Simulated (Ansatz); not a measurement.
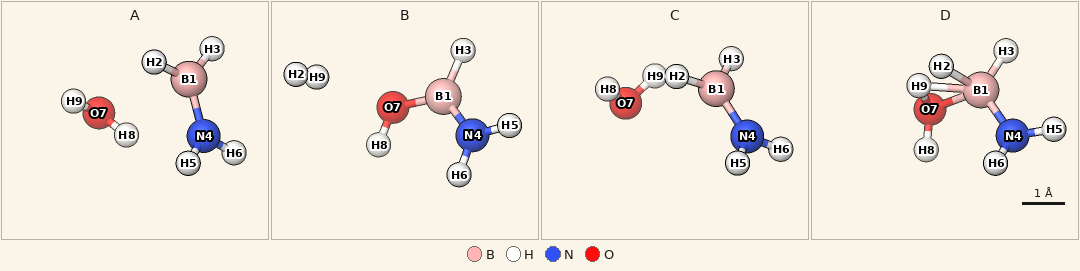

4 geometries from a converged minimum-energy path of BNH6O, made up of BNH$_{4}$ and H2O, shuffled. The picture is a ball-and-stick view, seen at a tilt.

The calculation used Ansatz, RKS B3LYP/def2-SVP. Set-up: 5 movable images; climbing image; force threshold 0.05 eV/Å; iteration limit 60; starting path through a guess of the saddle point.

Which frame is the top of the path?

Answer. D. In order along the path, whose images run from 0 to 6: A (image 0, 0.0 kJ/mol), C (image 1, +0.1 kJ/mol), D (image 3, +128.0 kJ/mol), B (image 5, −94.7 kJ/mol). Breaking: B1–H2 (1.21 → 1.42 at the top → 4.40 Å), O7–H9 (0.97 → 1.23 at the top → 2.53 Å). Forming: B1–O7 (2.98 → 1.60 at the top → 1.37 Å), H2–H9 (2.91 → 1.04 at the top → 0.76 Å).

Limits of the set-up: the start holds two separate molecules, 2.4 Å apart at their closest, whose relative position is a soft coordinate and is computed without a dispersion correction.

Cost: 7.3 min on 1 thread of Arm Neoverse V2 (shared host), peak memory 0.14 GiB.
